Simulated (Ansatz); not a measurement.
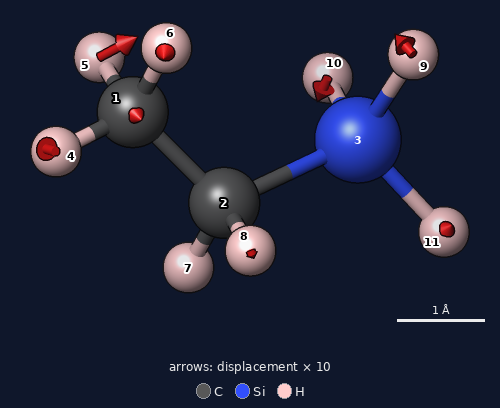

This is a constrained relaxation of C$_{2}$H$_{8}$Si. The starting structure is drawn; red arrows show the displacements, magnified 10 times. The two geometries are superimposed by the best rigid fit.

Style: ball-and-stick. Shown at a tilt.

The calculation used Ansatz 0.2.0, RKS PBE0-D4/def2-TZVP. Settings: held fixed: the distance between atoms 1 (C) and 5 (H), counting from 1; force threshold 0.005 eV/Å; at most 200 steps.

Atoms of which element are displaced furthest, and by how much?

Answer. Hydrogen: up to 0.059 Å, against 0.023 Å for carbon.

Describe the change and its energy.

Answer. The largest move after the best rigid fit is that of H5, 0.059 Å. By element the largest moves are H 0.059 Å, C 0.023 Å, Si 0.008 Å. Near-neighbour distances that change, for instance: C1–C2 1.526 → 1.519 Å. After 6 geometry steps the energy has fallen by 0.007 eV. The largest force component goes from 0.18 to 0.0037 eV/Å.
